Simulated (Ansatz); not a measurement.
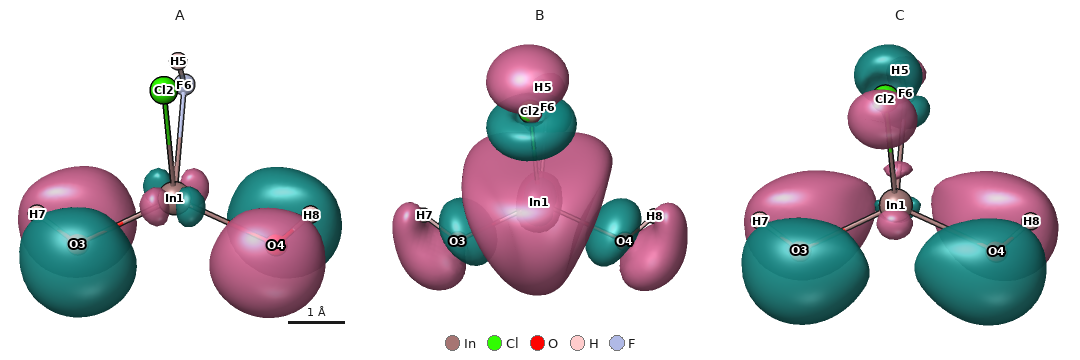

The picture shows: ClFH3InO2. Three frontier orbitals at ±0.08 Å⁻³ᐟ² (teal and pink are the two phases), in no order.

Core potentials replace the inner electrons of In.

These are results of Ansatz, RKS PBE/def2-SVP, not measurements.

The calculation's input:

```
crystal:
  periodic: [false, false, false]
  atoms:
    - { symbol: In, position_ang: [-0.520091, -0.582735, 0.261362] }
    - { symbol: Cl, position_ang: [1.316833, 2.44607, -0.919456] }
    - { symbol: O, position_ang: [-1.729606, -1.00425, -1.277416] }
    - { symbol: O, position_ang: [-1.026013, -0.142131, 2.147768] }
    - { symbol: H, position_ang: [1.876009, 1.267927, -0.723415] }
    - { symbol: F, position_ang: [1.438783, -0.762648, -0.090204] }
    - { symbol: H, position_ang: [-1.160845, -1.200338, -2.049572] }
    - { symbol: H, position_ang: [-0.19507, -0.021796, 2.650834] }
basis:
  gaussian: { orbitals: def2-SVP }
hamiltonian:
  xc: pbe
relax:
  f_tol: 0.03
  max_steps: 50
output:
  orbitals: {}
```

Launched as:

```sh
ansatz run input.yaml --threads 2 --pin off --max-ram 3072MiB --backend cpu --events-out ev --progress --plain --runs-dir out
```

The fields are those of the relaxed geometry.

Q: Which picture is the HOMO−1, the HOMO and the LUMO?

A: C is the HOMO−1 (−7.18 eV). By Hirshfeld shares it lies mainly on O4 (about 40 %), O3 (about 40 %) and In1 (about 10 %); largely a combination of lone pairs on O4 and O3. A is the HOMO (−6.82 eV). By Hirshfeld shares it lies mainly on O4 (about 45 %), O3 (about 45 %) and In1 (about 5 %); largely a combination of lone pairs on O4 and O3. B is the LUMO (−3.07 eV). By Hirshfeld shares it lies mainly on In1 (about 45 %), O3 (about 15 %), O4 (about 15 %) and Cl2 (about 15 %).

Q: What is the HOMO–LUMO gap?

A: 3.75 eV between the orbital energies.
